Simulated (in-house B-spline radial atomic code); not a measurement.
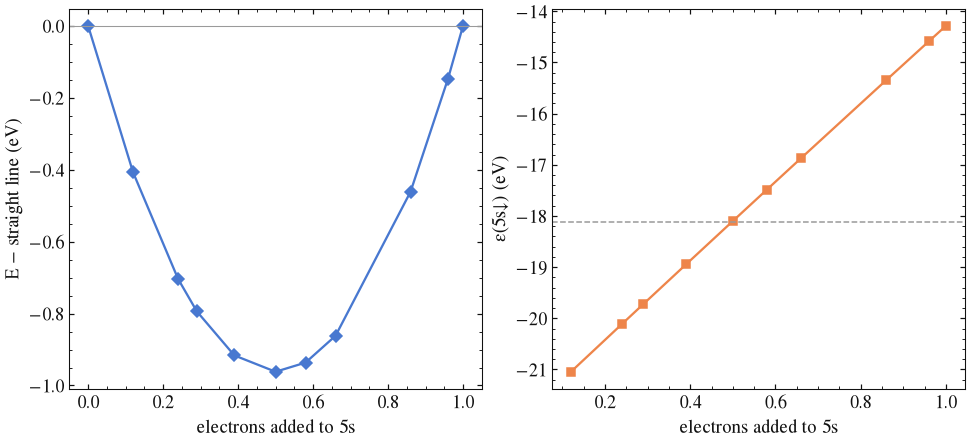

The occupation of the 5s shell is varied from In²⁺ ([Kr] 4d10 5s1 (high spin)) to In⁺ ([Kr] 4d10 5s2), with spherical fractional occupations. The plot shows the total energy less the straight line between the end points, and the eigenvalue of 5s↓ (the dashed line is minus the energy to take the whole electron out). The values are computed.

### Was this Hartree-Fock or a semilocal functional, and how does the plot tell?

It was a semilocal functional (LDA, GGA or meta-GGA): non-relativistic PBEsol, spin-polarised, spherical fractional occupations, point nucleus, basis-set limit, computed with an in-house B-spline radial code. The curve is convex (below the straight line), with the largest deviation among the points computed, −0.96 eV, at 0.5. The end points differ by 18.1 eV, the energy to take the electron out. The eigenvalue, which is the slope of the energy (Janak's theorem), moves from −21.0 eV at 0.12 to −14.3 eV at 1; for a straight line it would stay constant, and a parabola would sag by an eighth of this change, scaled to a whole electron, 0.96 eV. Convexity is the delocalisation error: fractional charges are too low in energy. For an s shell Hartree-Fock would as a rule bend the other way.
